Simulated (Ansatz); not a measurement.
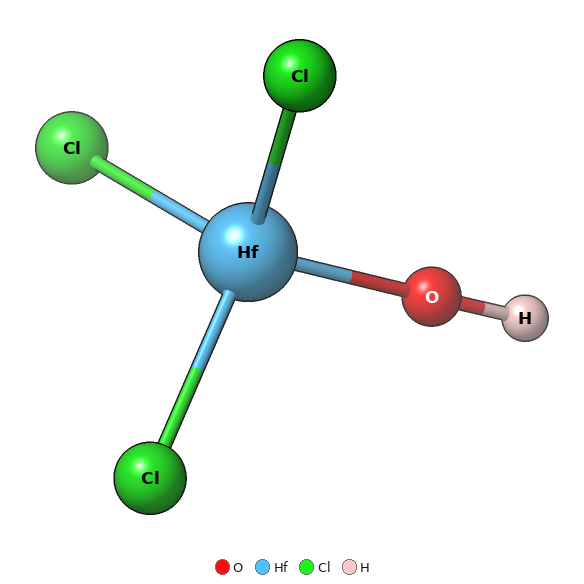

Atoms fade into the background with distance from the viewer. The species is neutral and a spin singlet. Computed geometry: PBE-D4/def2-SVP optimisation. No frequency run is at hand to confirm it as a minimum.

Which symmetry elements does this geometry have?

It has 1 C3 axis and 3 mirror planes, so the point group is C3v. The group has 6 operations. The geometry is achiral, and symmetry allows a dipole moment.
